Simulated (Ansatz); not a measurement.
Input

```
crystal:
  periodic: [false, false, false]
  atoms:
    - {symbol: In, position_ang: [-1.032501, -0.878653, -1.496001]}
    - {symbol: In, position_ang: [0.191800, 1.842041, 0.471708]}
    - {symbol: "N", position_ang: [0.588809, -0.502016, 0.220121]}
    - {symbol: H, position_ang: [-1.196490, 1.241709, -1.080351]}
    - {symbol: H, position_ang: [1.557533, -0.740090, -0.053511]}
    - {symbol: H, position_ang: [0.432808, -1.054262, 1.080683]}
basis:
  gaussian:
    orbitals: def2-TZVPD
total_charge: 0
magnetization:
  spin_polarized: false
hamiltonian:
  xc: {name: PBE0}
output:
  forces: true
  orbitals: {seedname: orbitals}
```

Launched as:

```sh
ansatz run input.yaml --threads 1 --pin off --max-ram 2610MiB --events-out events.jsonl --progress --plain --runs-dir runs
```

Geometry: BLYP-D3(BJ)/def2-SVP; core potentials replace the inner electrons of In.

Theory: isolated molecule in a Gaussian basis; Kohn-Sham density functional theory, functional PBE0 (Ansatz).

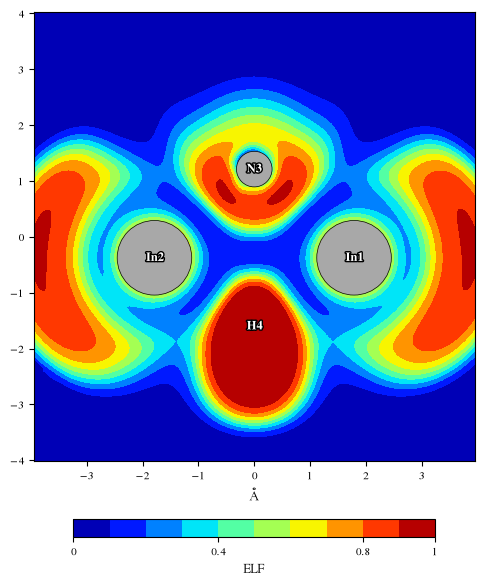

H3In2N. Electron localisation function on the plane of atoms In1, H4 and In2. Grey discs cover the atomic cores.

### Describe what can be read from this map.

- The plane passes through In, N and H nuclei.
- In–N (2.39 Å): the ELF peaks at about 0.90 in the valence shell of N, 0.7 Å from its nucleus, and drops to about 0.15 between the two atoms.
- In–H (2.17 Å): the ELF climbs to about 1 towards the hydrogen.
